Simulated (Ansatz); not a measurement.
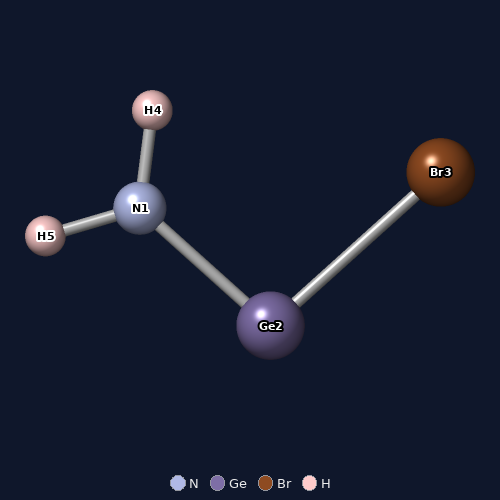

The system is BrGeH₂N, SMILES [NH2][Ge][Br]; the picture shows the reference structure. First axis: umbrella angle at N1 (between each of its bonds and their common axis; 90 is planar). Second axis: change of the bonds N1–Ge2, N1–H4, N1–H5, all alike. Nothing is relaxed (all other coordinates rigid). The scan uses an 11 × 11 grid; 66 points were computed and 55 follow by symmetry. Points are written as (first, second). Energies: kJ/mol, counted from the lowest grid point. Method: RHF-MP2, frozen core/def2-TZVP in Ansatz 0.2.0.

Its coordinates:

| atom | x (Å) | y (Å) | z (Å) |
| --- | --- | --- | --- |
| N | -0.4906 | 0.2375 | -0.4179 |
| Ge | -0.0972 | -1.1803 | 0.6289 |
| Br | 2.0653 | -0.4631 | 1.2136 |
| H | 0.1340 | 1.0136 | -0.5946 |
| H | -1.3823 | 0.3186 | -0.8877 |

Range: umbrella angle at N1 (between each of its bonds and their common axis; 90 is planar) from 66.0 to 114.0°; change of the bonds N1–Ge2, N1–H4, N1–H5, all alike from −0.140 to 0.217 Å.

**Predict the map.**

The lowest grid point is at (90.0°, 0.003 Å). It is the only kind of minimum in the scanned range. The highest grid point, (66.0°, −0.140 Å), lies 216 kJ/mol above the lowest. Round the minimum the two coordinates are nearly uncoupled.

```tsv
second ↓, first →	66.0	70.8	75.6	80.4	85.2	90.0	94.8	99.6	104.4	109.2	114.0
0.217	166	166	168	171	174	175	174	171	168	166	166
0.181	128	125	126	127	129	129	129	127	126	125	128
0.145	95	89	88	88	88	89	88	88	88	89	95
0.110	68	60	56	55	54	54	54	55	56	60	68
0.074	47	37	31	28	27	26	27	28	31	37	47
0.038	36	23	15	10	8	7	8	10	15	23	36
0.003	36	20	10	4	1	0	1	4	10	20	36
−0.033	51	32	20	12	8	6	8	12	20	32	51
−0.069	83	62	47	37	32	31	32	37	47	62	83
−0.105	137	113	96	85	78	76	78	85	96	113	137
−0.140	216	189	169	156	149	147	149	156	169	189	216
```

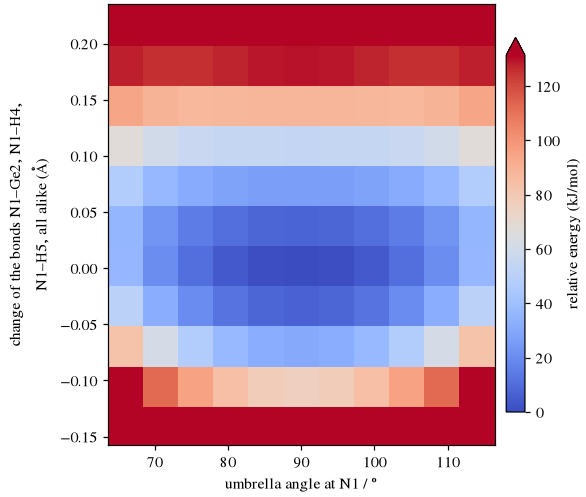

The picture shows one coloured cell a grid point, one colour for all values above the top of the scale.

Each point was launched as `ansatz run input.yaml --threads 1 --pin off --max-ram 2560MiB --backend cpu --events-out ev --progress --plain --runs-dir out`. The whole map (66 points run) took 23 min on 1 thread of Arm Neoverse N1 (shared host).
